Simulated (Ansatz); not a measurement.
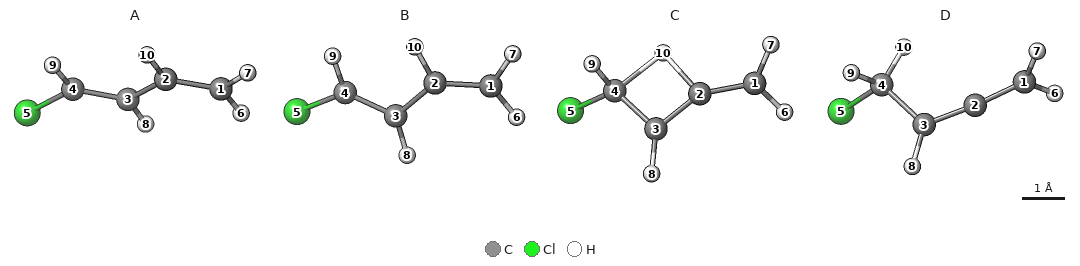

4 geometries from a converged minimum-energy path of C$_{4}$H$_{5}$Cl, shuffled. A ball-and-stick model, seen at a tilt.

All numbers below come from Ansatz, UKS B3LYP-D4/def2-SVP. Settings: 5 movable images; climbing image; force threshold 0.03 eV/Å; iteration limit 48; starting path through a guess of the saddle point.

Question: One of them is the converged climbing image. Which?

Answer: C. In order along the path, whose images run from 0 to 6: D (image 1, +3.0 kcal/mol), C (image 3, +64.1 kcal/mol), B (image 5, −9.3 kcal/mol), A (image 6, −14.4 kcal/mol). A hydrogen atom shifts from one atom to another. Breaking: C4–H10 (1.10 → 1.48 at the top → 2.68 Å). Forming: C2–H10 (2.63 → 1.42 at the top → 1.10 Å).

The run took 9.4 min on 2 threads of Intel(R) Xeon(R) Platinum 8259CL CPU @ 2.50GHz (Skylake/Cascade Lake), with other jobs on the host, peak memory 0.33 GiB.
